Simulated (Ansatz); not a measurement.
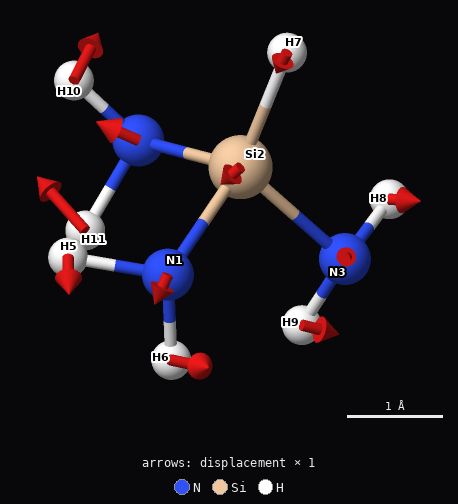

A relaxation of SiN3H7. The starting structure is drawn; red arrows show the displacements, at their true length. The two geometries are superimposed by the best rigid fit.

The picture is a ball-and-stick view, seen at a tilt.

The run prepares an end point of a later path (inversion) calculation, from a guessed geometry.

All numbers below come from RHF/def2-SVP in Ansatz. Settings: no spin polarisation; force threshold 0.015 eV/Å; at most 40 steps.

Q: What did the optimiser do to the structure, and how much energy did it gain?

A: The atom that moves furthest after the best rigid fit is an H atom (1.03 Å). By element the largest moves are H 1.03 Å, N 0.52 Å, Si 0.33 Å. Among the contacts that change: N–Si 1.598 → 1.717 Å, H–N 1.100 → 1.002 Å, N–Si 1.652 → 1.724 Å, H–N 1.066 → 1.000 Å. Bond angles that change, for instance: Si–N–H 101.0° → 121.9°, N–Si–N 101.2° → 121.1°, Si–N–H 105.1° → 121.4°. After 11 geometry steps the energy has fallen by 65.1 kcal/mol. The largest force component goes from 8 to 0.014 eV/Å. Cost: 51 s on 1 thread of Intel(R) Xeon(R) Processor @ 2.50GHz (Skylake/Cascade Lake) (shared host), peak memory 0.18 GiB.
